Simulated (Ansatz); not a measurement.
CH5FGa (SMILES [CH3][GaH2-][F]) (charge −1)

Input

```
crystal:
  periodic: [false, false, false]
  atoms:
    - symbol: C
      position_ang: [0.688498, 1.617055, 0.497117]
    - symbol: F
      position_ang: [3.022643, 1.774141, 2.594012]
    - symbol: Ga
      position_ang: [2.283316, 0.596754, 1.286248]
    - symbol: H
      position_ang: [0.167767, 1.021096, -0.284137]
    - symbol: H
      position_ang: [1.015952, 2.570621, 0.031527]
    - symbol: H
      position_ang: [-0.055020, 1.864269, 1.284111]
    - symbol: H
      position_ang: [3.469374, 0.336033, 0.200848]
    - symbol: H
      position_ang: [1.839516, -0.745176, 2.095625]
basis:
  gaussian:
    orbitals: def2-TZVPD
magnetization:
  spin_polarized: false
hamiltonian:
  xc: pbe0
output:
  forces: true
  orbitals: {seedname: orbitals}
total_charge: -1
```

Run with:

```sh
ansatz run input.yaml --threads 2 --pin off --max-ram 4350MiB --events-out events.jsonl --progress --plain --runs-dir runs
```

Geometry: BLYP-D3(BJ)/def2-SVPD.

These are results of isolated molecule in a Gaussian basis; Kohn-Sham density functional theory, functional PBE0 in Ansatz 0.2.0, not measurements.

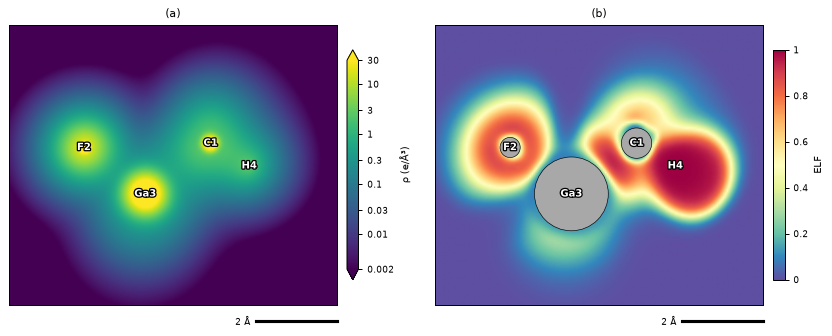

Figure 1. (a) total electron density; (b) ELF on the plane of atoms Ga3, C1 and H4. Grey discs cover the atomic cores in the ELF map.

### What does the map show?

- Atoms in the plane: C, F, Ga and H.
- Ga–F (1.91 Å): ρ at the midpoint is about 0.61 e/Å³; the ELF peaks at about 0.80 in the valence shell of F, 0.5 Å from its nucleus, and is about 0.15 at the midpoint.
- C–Ga (2.05 Å): ρ at the midpoint is about 0.67 e/Å³; the ELF peaks at about 0.95 in the valence shell of C, 0.7 Å from its nucleus, and is about 0.60 at the midpoint.
- C–H (1.11 Å): the density is about 1.8 e/Å³ at the midpoint; the ELF climbs to about 1 towards the hydrogen, as it does in any bond to H: a covalent bond by its length.
- The ELF also peaks beside F2, away from the bonds: lone-pair regions.

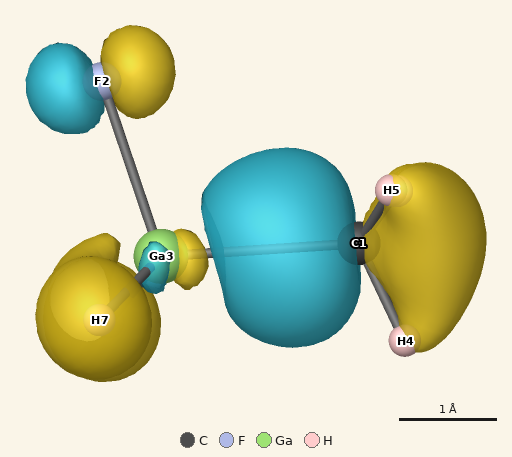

Figure 2. The HOMO at ±0.15 Å⁻³ᐟ² (yellow and cyan are the two phases), seen across its widest extent.

### Describe this orbital and give its energy.

It lies mainly on C1 (about 40 %), Ga3 (about 25 %), H7 (about 10 %), H8 (about 10 %) and F2 (about 10 %). Its energy is −2.40 eV.
